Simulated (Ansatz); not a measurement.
## Effect of x(Pt) = 0.5, 2 atoms, R-3m on Pd

Base system: Pd in the fcc (Cu type) structure (space group Fm-3m, No. 225; a = 3.908 Å).

The other end (x = 1) is Pt in the fcc (Cu type) structure (space group Fm-3m, No. 225): 15.29 Å³/atom, gap zero.

Now apply this change: a fraction x = 0.5 of the Pd sites is given to Pt, ordered in a cell of 2 atoms (starting symmetry R-3m) and fully relaxed.

Level of theory: r2SCAN (Ansatz, a quantum-chemistry and plane-wave program), no spin-orbit coupling. Γ-centred 20×20×20 mesh, Fermi–Dirac width 0.05 eV.

| quantity | base | changed | shift |
|---|---|---|---|
| volume per atom | 14.93 Å³ | 15.06 Å³ | +0.13 Å³ |
| density | 11.84 g/cm³ | 16.63 g/cm³ | +4.79 g/cm³ |
| shortest interatomic distance | 2.764 Å | 2.764 Å | +0.0008 Å |
| band gap | zero | zero | – |
| mixing energy (to 0.01 eV only: unlike meshes or grids) | – | -0.05 eV/atom | – |
| deviation of the volume from the linear (Vegard-type) interpolation | – | -0.3 % | – |

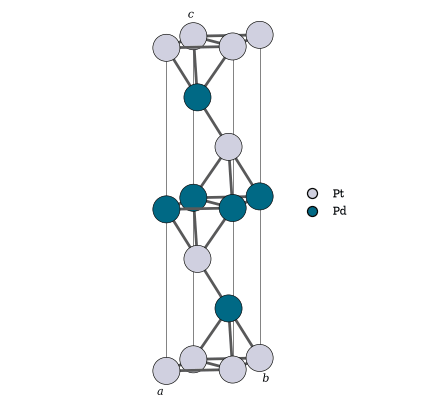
Fig. 1. The relaxed conventional cell after the change

Each cell is one ordered arrangement of few atoms, which overstates ordering effects compared with a random alloy. Stability against distortions was not tested. The final runs are not spin-polarised. Pt lies near a magnetic instability that expansion can trigger; it was not tested. PdPt and Pd have a high density of states at the Fermi level and may be magnetic at this level.
